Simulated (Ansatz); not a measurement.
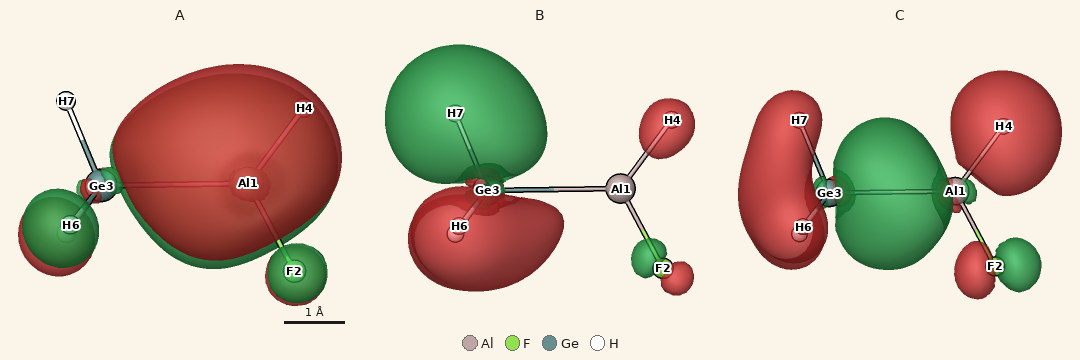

Figure 1: AlFGeH$_{4}$ (SMILES [F][AlH][GeH3]). Three frontier orbitals at ±0.08 Å⁻³ᐟ² (green and red are the two phases), in no order.

Geometry: PBE0-D3(BJ)/def2-SVP.

Method: Ansatz 0.2.0, isolated molecule in a Gaussian basis; Kohn-Sham density functional theory, functional PBE0.

Input file:

```
basis:
  gaussian: {orbitals: def2-TZVPD}
crystal:
  periodic: [false, false, false]
  atoms:
    - {symbol: Al, position_ang: [-1.842221, -0.052945, -1.438870]}
    - {symbol: F, position_ang: [-2.623997, -1.477654, -1.825337]}
    - {symbol: Ge, position_ang: [0.371350, -0.241634, -0.370964]}
    - {symbol: H, position_ang: [-2.622991, 1.274973, -1.807683]}
    - {symbol: H, position_ang: [0.289411, -1.008531, 0.964673]}
    - {symbol: H, position_ang: [1.367915, -1.001883, -1.269621]}
    - {symbol: H, position_ang: [0.977945, 1.144630, -0.073912]}
hamiltonian: {xc: pbe0}
output: {forces: true, orbitals: {seedname: orbitals}}
```

Command:

```sh
ansatz run input.yaml --threads 1 --pin off --max-ram 2610MiB --events-out events.jsonl --progress --plain --runs-dir runs
```

Q: Order the three orbitals by energy and name them.

A: B is the HOMO−1 (−9.68 eV). It lies mainly on Ge3 (about 45 %), H7 (about 35 %), H5 (about 10 %) and H6 (about 10 %). C is the HOMO (−7.90 eV). By Hirshfeld shares it lies mainly on Ge3 (about 40 %), Al1 (about 30 %) and H4 (about 15 %). A is the LUMO (−1.82 eV). Its weight (Hirshfeld) is mainly on Al1 (about 70 %) and Ge3 (about 15 %).

Q: What is the HOMO–LUMO gap?

A: 6.08 eV between the orbital energies.
